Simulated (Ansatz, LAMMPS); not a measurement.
## Glassy 67P2O5-33MgO (mol %) (80 atoms): support functions against a reference

Aim: test how closely localised support functions follow the reference on glassy 67P2O5-33MgO (mol %) (80 atoms), and at what cost. A setting counts as converged where the r.m.s. difference of forces stays under 1 % of the r.m.s. force.

Calculated with Ansatz 0.2.0; Kohn-Sham DFT, PBE, PAW (set soft_2), plane waves.

## 1. Starting point

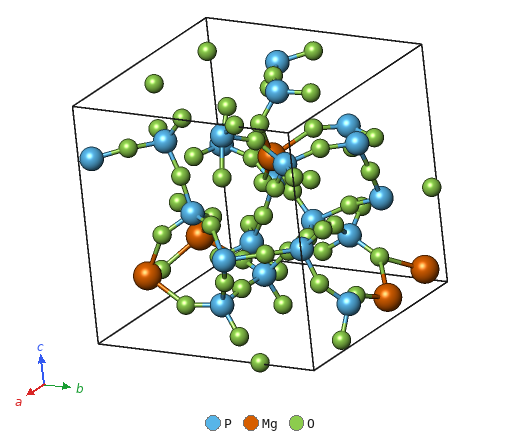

Start, viewed slightly off an axis; phosphorus blue, magnesium orange, oxygen green. Bonds to atoms that aren't drawn are left out. Some periodic images of atoms are drawn too.

The cell holds 80 atoms: 20 P, 5 Mg and 55 O. Cell: a = 10.335 Å, b = 10.335 Å, c = 10.335 Å, α = 90.0°, β = 90.0°, γ = 90.0°. 80 atoms (20 P, 5 Mg, 55 O) placed at random at 2.44 g/cm³, melted at 4000 K for 10 ps at fixed volume with the Morse and Coulomb pair potential with partial charges (Pedone, Malavasi, Menziani, Cormack and Segre, J. Phys. Chem. B 110, 11780 (2006)). Quenched from 4000 K to 300 K at 25 K/ps and fixed volume, held 5 ps.

Before any run, some limits are plain. The quench rate of 25 K/ps is many orders above laboratory rates, so the cell is likely richer in defects and strain than a real sample. The starting topology of bonds comes from the classical model, and needn't be the one that DFT or experiment would give. Sampling is at Γ alone, for a cell whose shortest periodic width is 10 Å.

## 2. Making the structure

A classical potential supplies the starting structure, since it reaches far longer times than DFT.

This step: classical MD, Morse and Coulomb pair potential with partial charges (Pedone, Malavasi, Menziani, Cormack and Segre, J. Phys. Chem. B 110, 11780 (2006)) (LAMMPS 22 Jul 2025 - Update 4).

The input, in.lmp:

```
# melt-quench of P20Mg5O55
units metal
atom_style charge
boundary p p p
region box block 0 10.3354 0 10.3354 0 10.3354
create_box 3 box
mass 1 30.9738   # P
mass 2 24.3050   # Mg
mass 3 15.9990   # O
create_atoms 1 random 20 317138 NULL overlap 1.5 maxtry 2000
create_atoms 2 random 5 317145 NULL overlap 1.5 maxtry 2000
create_atoms 3 random 55 317152 NULL overlap 1.5 maxtry 2000
pair_style hybrid/overlay pedone 5.5 coul/long 8.0
pair_coeff * * coul/long
pair_coeff 1 3 pedone 0.831326 2.585833 1.800790 1   # P-O
pair_coeff 2 3 pedone 0.038908 2.281000 2.586153 5   # Mg-O
pair_coeff 3 3 pedone 0.042395 1.379316 3.618701 22   # O-O
set type 1 charge 3
set type 2 charge 1.2
set type 3 charge -1.2
kspace_style pppm 1.0e-4
neigh_modify delay 0 every 1 check yes
thermo_style custom step time temp pe press density
thermo_modify norm yes
timestep 0.002
thermo 100
min_style cg
minimize 1e-4 1e-4 200 2000
reset_timestep 0
velocity all create 4000 317139 mom yes dist gaussian
fix lim all nve/limit 0.05
fix lan all langevin 4000 4000 0.2 317140 zero yes
thermo 500
run 1000 post no
# [... 7 lines left out ...]
fix md all nvt temp 4000 300 0.2
run 74000 post no
unfix md
thermo 1250
fix md all nvt temp 300 300 0.2
run 2500 post no
unfix md
write_dump all custom glass.dump id type xs ys zs modify sort id
```

Launch:

```bash
> lmp -in in.lmp -log none -nocite
```

Numbers of over 12 decimals in the logs are rounded to 6 here.

The log of the run:

```text
LAMMPS (22 Jul 2025 - Update 4)
Created orthogonal box = (0 0 0) to (10.3354 10.3354 10.3354)
Created 20 atoms
Created 5 atoms
Created 55 atoms
PPPM initialization ...
  G vector (1/distance) = 0.38728052
  grid = 12 12 12
  estimated relative force accuracy = 6.0764364e-05
   Step          Time           Temp          PotEng         Press         Density
         0   0              0             -2.7111393      689431.66      2.4380114
        90   0.18           0             -20.895013     -5894.4743      2.4380114
Loop time of 0.0495487 s on 1 MPI rank(s) for 90 steps with 80 atoms
Minimization stats:
  Stopping criterion = energy tolerance
  Energy initial, next-to-last, final =
     -2.71113928132576  -20.8933361051356  -20.8950133918007
  Force two-norm initial, final = 379.13713 3.2351208
  Iterations, force evaluations = 90 125
   Step          Time           Temp          PotEng         Press         Density
[... 7 lines left out ...]
      2499   4.998          3805.6291     -20.440003      54391.376      2.4380114
      3332   6.664          4193.5447     -20.351154      73546.779      2.4380114
      4165   8.33           3921.4947     -20.422075      55936.747      2.4380114
      4998   9.996          3346.477      -20.518046     -40483.405      2.4380114
      5831   11.662         3832.9096     -20.400296      15651.034      2.4380114
[... 1 line left out ...]
Loop time of 1.68325 s on 1 MPI rank(s) for 5000 steps with 80 atoms
   Step          Time           Temp          PotEng         Press         Density
[... 11 lines left out ...]
     80000   160            264.66177     -21.002123     -6804.7153      2.4380114
Loop time of 23.7631 s on 1 MPI rank(s) for 74000 steps with 80 atoms
   Step          Time           Temp          PotEng         Press         Density
     80000   160            264.66177     -21.002123     -6804.7153      2.4380114
     81250   162.5          289.97738     -21.005751     -21134.906      2.4380114
     82500   165            270.80931     -21.010431     -28107.1        2.4380114
Loop time of 0.743929 s on 1 MPI rank(s) for 2500 steps with 80 atoms
```

It took 27 s on 1 thread of Arm Neoverse V2, shared host; peak memory 0.07 GiB.

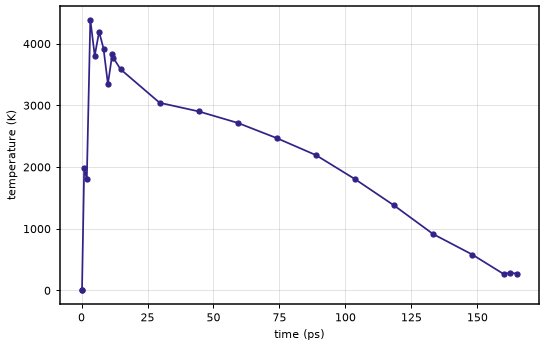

Temperature against time.

## 3. Plane-wave single point

This run is the reference for what follows, at a cutoff of 420 eV.

The input, input.yaml:

```yaml
crystal:
  lattice:
    - [10.3354, 0.0, 0.0]
    - [0.0, 10.3354, 0.0]
    - [0.0, 0.0, 10.3354]
  atoms:
    - { symbol: P, position: [0.74976, 0.34122, 0.49433] }
    - { symbol: P, position: [0.91795, 0.63349, 0.91721] }
    - { symbol: P, position: [0.71887, 0.22785, 0.77342] }
    - { symbol: P, position: [0.50043, 0.47973, 0.15892] }
    - { symbol: P, position: [0.14029, 0.3281, 0.39341] }
    - { symbol: P, position: [0.74086, 0.79466, 0.7488] }
    - { symbol: P, position: [0.1786, 0.68371, 0.2263] }
    - { symbol: P, position: [0.44081, 0.69633, 0.38589] }
    - { symbol: P, position: [0.939, 0.02227, 0.75881] }
    - { symbol: P, position: [0.51636, 0.99316, 0.77491] }
    - { symbol: P, position: [0.08485, 0.06562, 0.50496] }
    - { symbol: P, position: [0.1333, 0.18986, 0.12511] }
    - { symbol: P, position: [0.72795, 0.82149, 0.38991] }
    - { symbol: P, position: [0.65536, 0.96586, 0.14777] }
    - { symbol: P, position: [0.79904, 0.46616, 0.14027] }
    - { symbol: P, position: [0.1204, 0.39338, 0.90116] }
    - { symbol: P, position: [0.37795, 0.98572, 0.49183] }
    - { symbol: P, position: [0.93362, 0.58863, 0.39324] }
    - { symbol: P, position: [0.37947, 0.55217, 0.89222] }
    - { symbol: P, position: [0.08193, 0.66942, 0.6497] }
    - { symbol: Mg, position: [0.52781, 0.21612, 0.30203] }
    - { symbol: Mg, position: [0.02928, 0.91982, 0.0541] }
    - { symbol: Mg, position: [0.85176, 0.16631, 0.24979] }
    - { symbol: Mg, position: [0.34907, 0.94644, 0.0585] }
    - { symbol: Mg, position: [0.35621, 0.47872, 0.60115] }
    - { symbol: O, position: [0.65877, 0.10505, 0.19758] }
    - { symbol: O, position: [0.83657, 0.71996, 0.39728] }
    - { symbol: O, position: [0.81956, 0.46973, 0.48442] }
    - { symbol: O, position: [0.85977, 0.53077, 0.26575] }
    - { symbol: O, position: [0.84663, 0.90117, 0.74536] }
    - { symbol: O, position: [0.04907, 0.66793, 0.29838] }
    - { symbol: O, position: [0.61766, 0.88568, 0.77955] }
    - { symbol: O, position: [0.39807, 0.84749, 0.45439] }
    - { symbol: O, position: [0.02716, 0.00638, 0.86879] }
    - { symbol: O, position: [0.1203, 0.29157, 0.00944] }
    - { symbol: O, position: [0.71593, 0.71993, 0.63112] }
    - { symbol: O, position: [0.42395, 0.00743, 0.88106] }
    - { symbol: O, position: [0.78594, 0.69954, 0.85391] }
    - { symbol: O, position: [0.44972, 0.35214, 0.18818] }
    - { symbol: O, position: [0.98525, 0.65599, 0.76782] }
    - { symbol: O, position: [0.02097, 0.98845, 0.40388] }
    - { symbol: O, position: [0.18805, 0.57507, 0.66926] }
    - { symbol: O, position: [0.19758, 0.56233, 0.15264] }
    - { symbol: O, position: [0.65352, 0.46933, 0.15608] }
    - { symbol: O, position: [0.72315, 0.32227, 0.88276] }
    - { symbol: O, position: [0.84033, 0.13277, 0.77891] }
    - { symbol: O, position: [0.15194, 0.27065, 0.25356] }
    - { symbol: O, position: [0.2367, 0.03057, 0.50671] }
    - { symbol: O, position: [0.61496, 0.34286, 0.42947] }
    - { symbol: O, position: [0.82895, 0.24054, 0.42219] }
    - { symbol: O, position: [0.45734, 0.52287, 0.02094] }
    - { symbol: O, position: [0.44358, 0.0747, 0.39601] }
    - { symbol: O, position: [0.52205, 0.91454, 0.12756] }
    - { symbol: O, position: [0.01839, 0.4996, 0.92267] }
    - { symbol: O, position: [0.24278, 0.10352, 0.09511] }
    - { symbol: O, position: [0.09516, 0.2103, 0.46897] }
    - { symbol: O, position: [0.18664, 0.81916, 0.15398] }
    - { symbol: O, position: [0.44784, 0.49914, 0.77625] }
    - { symbol: O, position: [0.00661, 0.62584, 0.52531] }
    - { symbol: O, position: [0.42995, 0.60679, 0.49822] }
    - { symbol: O, position: [0.01081, 0.06087, 0.63624] }
    - { symbol: O, position: [0.58591, 0.76033, 0.37803] }
    - { symbol: O, position: [0.73635, 0.29587, 0.64081] }
    - { symbol: O, position: [0.83522, 0.55579, 0.03102] }
    - { symbol: O, position: [0.85032, 0.33129, 0.14424] }
    - { symbol: O, position: [0.60562, 0.12528, 0.77246] }
    - { symbol: O, position: [0.09486, 0.32546, 0.7757] }
    - { symbol: O, position: [0.29889, 0.69946, 0.31675] }
    - { symbol: O, position: [0.26981, 0.36613, 0.4473] }
    - { symbol: O, position: [0.73064, 0.88928, 0.25211] }
    - { symbol: O, position: [0.0463, 0.44088, 0.38443] }
    - { symbol: O, position: [0.72863, 0.96261, 0.02202] }
    - { symbol: O, position: [0.35366, 0.69215, 0.89288] }
    - { symbol: O, position: [0.47844, 0.59025, 0.26165] }
    - { symbol: O, position: [0.44714, 0.99462, 0.63137] }
    - { symbol: O, position: [0.00999, 0.10658, 0.14486] }
    - { symbol: O, position: [0.11637, 0.80853, 0.62867] }
    - { symbol: O, position: [0.72838, 0.93062, 0.48317] }
    - { symbol: O, position: [0.25679, 0.45922, 0.90224] }
    - { symbol: O, position: [0.98259, 0.73914, 0.99704] }
kpoints:
  mp_grid: { grid: [1, 1, 1] }
hamiltonian:
  xc: pbe
scf:
  occupations: { method: fixed }
output:
  forces: true
  stress: true
  populations: intrinsic
  dos:
    method: { smearing: { sigma: 0.15 } }
    de: 0.1
    projected: { site_lists: { Mg: [Mg], O: [O], P: [P] } }
  eigenvalues: true
  write_density: true
  write_potential: true
  volumetric_format: npy
  elf: true
```

Launch:

```bash
> ansatz run input.yaml --threads 4 --pin off --max-ram 8192MiB --backend cpu --events-out ev --progress --plain --runs-dir out
```

The log of the run:

```text
Engine: ansatz 0.2.0, aarch64-unknown-linux-gnu
Pseudopotentials: kind: paw
Pseudopotential: P, paw, valence charge 5, recommended cutoff 420 eV (normal), P.paw.azcp
Pseudopotential: Mg, paw, valence charge 10, recommended cutoff 420 eV (normal), Mg.paw.azcp
Pseudopotential: O, paw, valence charge 6, recommended cutoff 420 eV (normal), O.paw.azcp
[... 5 lines on functional and potentials left out ...]
Crystal: 80 atoms, lattice volume = 1104.033 Å³
Basis set: ecut = 420 eV, 21631 PW (Γ), exchange–correlation on 144×144×144 points (8 copies of the dense FFT grid, shifted against one another)
Bands: 320, of which v1, the nominal top of the filled ones, is band 240 counted from 1 (239 counted from 0)
Symmetry: 1 space group operations
Space group: P1 (ITA 1), of the structure as read, at distance tolerance 1.0e-4 Å
k-points: 1
[... 7 lines on functional and potentials left out ...]
Initial density: superposition of atomic densities (neutral atoms: chi_scale 0, normalization atom), corrected by the library's trained network
Initial wavefunctions: pseudopotential atomic-orbital guess
Functional: x = pbe(κ = 0.804, μ = 0.219515), c = pbe(β = 0.066725)
SCF iter   1: F=—  HF=-55961.403063 eV  |F-HF|=—  |Δ(HF+E_count)|=         —  Δρ=4.55e-3  dr2=3.19e-1  ethr=1.77e-3  ⟨swp⟩=6.0  Hψ=1266  notcnv=0  defer=78
preconditioner: auto → Resta (q_TF=auto, 2.375 Å⁻¹)  ε∞=3.1  [insulator: Δε(μ)=2.464 eV  Ē_g=16.365 eV  n_scr=250 (ndim 8)  ℏωp=23.4 eV  f_vac=0.210  ε∞_Penn≈3.1]
SCF iter   2: F=—  HF=-55961.336509 eV  |F-HF|=—  |Δ(HF+E_count)|=   6.66e-2  Δρ=2.41e-3  dr2=6.33e-2  ethr=6.64e-5  ⟨swp⟩=3.0  Hψ=551  notcnv=0  defer=78
SCF iter   3: F=—  HF=-55961.327616 eV  |F-HF|=—  |Δ(HF+E_count)|=   8.89e-3  Δρ=1.02e-3  dr2=1.92e-2  ethr=1.32e-5  ⟨swp⟩=3.0  Hψ=441  notcnv=0  defer=78
SCF iter   4: F=—  HF=-55961.323546 eV  |F-HF|=—  |Δ(HF+E_count)|=   4.07e-3  Δρ=3.93e-4  dr2=2.00e-3  ethr=4.00e-6  ⟨swp⟩=3.0  Hψ=550  notcnv=0  defer=78
SCF iter   5: F=—  HF=-55961.323315 eV  |F-HF|=—  |Δ(HF+E_count)|=   2.31e-4  Δρ=2.02e-4  dr2=4.30e-4  ethr=4.18e-7  ⟨swp⟩=2.0  Hψ=426  notcnv=0  defer=78
SCF iter   6: F=—  HF=-55961.323314 eV  |F-HF|=—  |Δ(HF+E_count)|=   1.12e-6  Δρ=6.69e-5  dr2=4.44e-5  ethr=8.96e-8  ⟨swp⟩=3.0  Hψ=513  notcnv=0  defer=77
SCF iter   7: F=—  HF=-55961.325160 eV  |F-HF|=—  |Δ(HF+E_count)|=   1.85e-3  Δρ=2.80e-5  dr2=7.53e-6  ethr=9.25e-9  ⟨swp⟩=2.0  Hψ=500  notcnv=0  defer=77
SCF iter   8: F=—  HF=-55961.325161 eV  |F-HF|=—  |Δ(HF+E_count)|=   1.50e-6  Δρ=9.91e-6  dr2=1.04e-6  ethr=1.57e-9  ⟨swp⟩=3.0  Hψ=542  notcnv=0  defer=77
SCF iter   9: F=—  HF=-55961.325162 eV  |F-HF|=—  |Δ(HF+E_count)|=   4.90e-7  Δρ=3.68e-6  dr2=1.48e-7  ethr=2.18e-10  ⟨swp⟩=3.0  Hψ=432  notcnv=0  defer=77
SCF iter  10: F=-55961.325162 eV  HF=-55961.325162 eV  |F-HF|=1.32e-8  |Δ(HF+E_count)|=   5.27e-8  Δρ=2.10e-6  dr2=4.20e-8  ethr=2.08e-11  ⟨swp⟩=29.0  Hψ=3761  notcnv=0
SCF 1 converged in 10 iterations: F = -55961.325162 eV  dr2 = 4.20e-8
  greatest PAW one-centre occupation: 1.000 electrons in one spin orbital (limit 2), on the Mg atom at site 20 (counted from 0), in its partial waves of l = 0
SCF converged after 10 iterations
Free energy (F): -55961.325162 eV
Harris-Foulkes:  -55961.325162 eV  (|F-HF|=1.32e-8)
Internal energy: -55961.325162 eV  (E = F + TS)
E sigma→0 (E₀):  -55961.325162 eV
Fermi energy:    3.552089 eV
--- Per-component energies (eV) ---
  E_band       = -4269.515230
  E_kinetic    = 11715.997919
  E_local      = -41560.156942  (includes V_loc(G=0)·N_el)
  E_nonlocal   = 3720.614262
  E_hartree    = 15390.071218
  E_xc         = -5462.801052
  E_vxc        = -6620.147193  (∫ρ·V_xc dr)
  E_paw        = -21582.085929  (= ΣΔE_a)
  E_vpaw       = -2306.104253  (= ΣTr[D̂ρ^β])
  E_aug_tail   = 0.139444  (compensation charges beyond the density's cutoff)
  E_ewald      = -18183.104082
  E_smearing   = -0.000000  (= −TS)
  E_closure    = 0.000000  (closes the sum)
  Σ components = -55961.325162   (vs F -55961.325162, Δ=0.00e0)
--- Forces (eV/Å), atoms counted from 1 ---
  atom   1  P     -0.65227354    -0.63878867    -3.91784687
  atom   2  P      4.30975977     1.26369743    -0.77908010
  atom   3  P      0.91486848     1.34697828     2.44394256
  atom   4  P     -0.69242931     3.73255490     0.61883222
  atom   5  P      1.41689895     4.88459737     0.03816830
  atom   6  P     -0.00448893    -1.66640948    -2.59227893
  atom   7  P      0.94869567    -0.42810586    -2.77348144
  atom   8  P     -0.57765660    -0.85141806    -0.10229074
  atom   9  P     -1.46364964    -1.02129073     2.19464018
  atom  10  P      0.37668967     2.07418695    -2.05041464
  atom  11  P     -0.27212808    -2.66473476    -2.67115717
  atom  12  P     -1.46717425     0.58531336    -0.27906593
  atom  13  P     -1.93925047     1.72257138     1.36643810
  atom  14  P      0.18332773     0.91115561    -3.89737182
[...]
atom  79  O     -0.45515568    -0.80580649     1.27797859
  atom  80  O     -0.65638623    -0.09190583    -0.19379188
  max |Σ_I F_I| component: 3.10e-5 eV/Å
--- Stress (GPa, compression-positive) ---
       -0.047362      -0.804354      -1.193414
       -0.804351      -1.235590      -0.677759
       -1.193419      -0.677761      -0.041326
  P = ⅓ Tr σ = -0.4414 GPa (-4.414 kbar)
--- Band table (eV) ---
  k-point 0: bands = ["-71.8697", "-71.7962", "-71.2693", "-71.0494", [... 304 levels ...], "12.6623", "12.7572", "12.7835", "12.8279", "12.8607", "12.8964", "12.9958", "13.0137", "13.1017", "13.1524", "13.1877", "13.2409"]
--- intrinsic populations: 80 sites ---
  site symbol       q [e]
     0      P      2.8279
     1      P      2.8446
     2      P      2.8149
[...]
79      O      7.0784
  spilling = 0.000000 (of n_electrons = 480.000000)
```

Elapsed: 15 s, on 4 threads of Arm Neoverse V2, shared host; peak memory 1.3 GiB.

In the SCF lines HF is the Harris–Foulkes energy and dr2 the Hartree energy of the density residual, in eV; the loop may stop once dr2 is under the threshold and the program's other checks hold. Hψ counts applications of the Hamiltonian.

Read from the output:

```
free energy                                      : -55961.3252 eV
free energy per atom                             : -699.5166 eV/atom
SCF cycles                                       : 10
pressure                                         : -0.4414 GPa
r.m.s. force component                           : 1.336 eV/Å
longest force                                    : 5.121 eV/Å
Fermi energy                                     : 3.552 eV
gap (highest filled to lowest empty level) : 2.028 eV
```

The r.m.s. force component of 1.3 eV/Å sets the scale for the differences below.

## 4. Support functions low

The cell is solved in localised support functions.

This step: Kohn-Sham DFT, PBE, PAW (set soft_2), localised support functions (low) (Ansatz 0.2.0).

input.yaml, the sections that differ from step 3:

```yaml
scf:
  occupations: { method: fixed }
  eigensolver: { kind: { support_functions: { accuracy: low } } }
  max_iter: 150
output:
  forces: true
  eigenvalues: true
# crystal, kpoints, hamiltonian: as in step 3
```

The log of the run:

```text
Warning: scf.eigensolver.kind.support_functions: disabling space-group detection — the functions' gradient is summed over unrotated k-points, so no spatial operation reduces the k-mesh or symmetrises the density; time reversal is kept, so that k and −k are solved as one point where they differ and the mesh holds both, and exact exchange and, on two spinor components, a DFT+U term hold to it where the run has them: [...]
settings of this run that can trade accuracy for cost: scf.eigensolver.kind.support_functions; scf.eigensolver.kind.support_functions.accuracy: low [...]
[...]
Crystal: 80 atoms, lattice volume = 1104.033 Å³
Basis set: ecut = 420 eV, 21631 PW (Γ), exchange–correlation on 150×150×150 points (8 copies of the dense FFT grid, shifted against one another)
Bands: 288, of which v1, the nominal top of the filled ones, is band 240 counted from 1 (239 counted from 0)
Symmetry: 1 space group operations
k-points: 1
[...]
SCF iter   1: F=—  HF=-55922.504085 eV  |F-HF|=—  |Δ(HF+E_count)|=         —  Δρ=1.20e-1  dr2=1.67e2  ethr=1.00e-1
[...]
SCF iter  12: F=—  HF=-55961.736963 eV  |F-HF|=—  |Δ(HF+E_count)|=   1.96e-3  Δρ=3.03e-5  dr2=2.11e-5  ethr=1.42e-8  κ⁻¹=2.1e-5(r=7)
SCF iter  13: F=-55961.738505 eV  HF=-55961.738507 eV  |F-HF|=1.83e-6  |Δ(HF+E_count)|=   1.54e-3  Δρ=1.81e-5  dr2=4.87e-6  ethr=4.40e-9
SCF 1 converged in 13 iterations: F = -55961.758020 eV  dr2 = 4.87e-6
[...]
SCF converged after 13 iterations
Stability not checked: this state was not tested for a lower state beside it, because the mixer in use, unlike msr1, does not test its closes by its own steps (another_mixer; see scf.mixing.algorithm and scf.lower_state_search)
Free energy (F): -55961.758020 eV
[...]
Internal energy: -55961.758020 eV  (E = F + TS)
E sigma→0 (E₀):  -55961.758020 eV
Fermi energy:    3.552353 eV
[...]
Σ components = -55961.758020   (vs F -55961.758020, Δ=0.00e0)
--- Forces (eV/Å), atoms counted from 1 ---
  atom   1  P     -0.65317087    -0.63970829    -3.91786550
  atom   2  P      4.31160404     1.26282668    -0.77956308
  atom   3  P      0.91526303     1.34581343     2.44330307
  atom   4  P     -0.69312688     3.73176941     0.61884391
[...]
atom  80  O     -0.65529255    -0.09151902    -0.19345813
  max |Σ_I F_I| component: 3.95e-3 eV/Å
--- Band table (eV) ---
[...]
```

Run time: 1.7 min. Hardware: 4 threads; peak memory 3.3 GiB; 6.8 min of CPU time.

The program notes that the band table was not solved further than the SCF left it and it switched symmetry off.

Keys that differ from the reference: support_functions.accuracy = "low" and scf.max_iter = 150.

Forces differ from the reference by 0.87 meV/Å r.m.s., 0.065 % of their size, well within a tolerance of 1 %; the energy by -5.4 meV/atom. It took 1.7 min and 13 cycles; the reference's time can't be set against it, since the two runs asked for unlike analyses.

(Continued in part 2 of 3.)

[Logs are printed without paths, hosts, clocks, repeated set-up lines and the standing remarks that a program may print on its own settings, such as how far it seeks lower states.]

[Hosts, paths, dates, database ids (printed as entryN), source tags and the programs' standing remarks are cut or masked in the printed files.]
